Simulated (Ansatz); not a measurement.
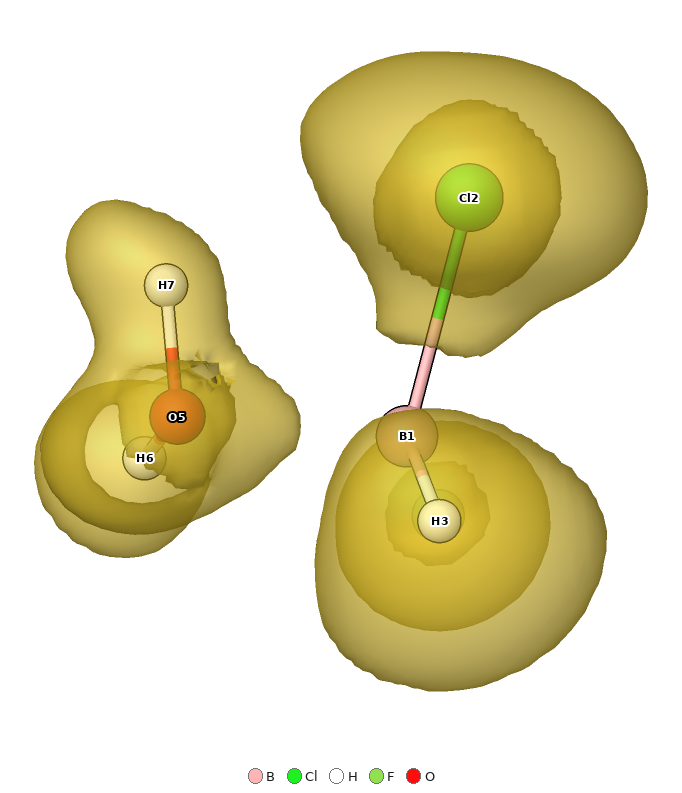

*BClFH···H2O. Isosurface of the ELF at 0.75 (yellow), seen at a tilt. Only the valence region is drawn (cores and ρ < 0.01 e/Å³ removed).*

All numbers below come from RKS PBE/def2-SVP (Ansatz 0.2.0).

Input file:

```
crystal:
  periodic: [false, false, false]
  atoms:
    - { symbol: B, position_ang: [0.042304, 0.318366, 0.07713] }
    - { symbol: Cl, position_ang: [-0.070277, 0.629069, 1.87841] }
    - { symbol: H, position_ang: [1.100955, 0.430037, -0.489984] }
    - { symbol: F, position_ang: [-1.098338, 0.188233, -0.582755] }
    - { symbol: O, position_ang: [0.209688, -2.237904, 0.513212] }
    - { symbol: H, position_ang: [-0.690761, -2.456329, 0.197786] }
    - { symbol: H, position_ang: [0.043329, -1.901072, 1.431901] }
basis:
  gaussian: { orbitals: def2-SVP }
hamiltonian:
  xc: pbe
relax:
  f_tol: 0.03
  max_steps: 50
output:
  orbitals: {}
```

Launched as:

```sh
ansatz run input.yaml --threads 1 --pin off --max-ram 2048MiB --backend cpu --events-out ev --progress --plain --runs-dir out
```

The fields are those of the run's last geometry, not of the input's.

Where are the electrons localised?

The surface consists of one region around a hydrogen nucleus, one region on Cl in which the atom's valence shell and bonds are merged, one region on F in which the atom's valence shell and bonds are merged and one joined region spread over several atoms (H, O), in which their bonds and any lone pairs are merged.

Values along the shortest contacts:
B1···O5 (1.73 Å): the ELF peaks at about 0.90 between the atoms. B–F (1.37 Å): the ELF peaks at about 0.85 between the atoms, as expected for a polar covalent bond.
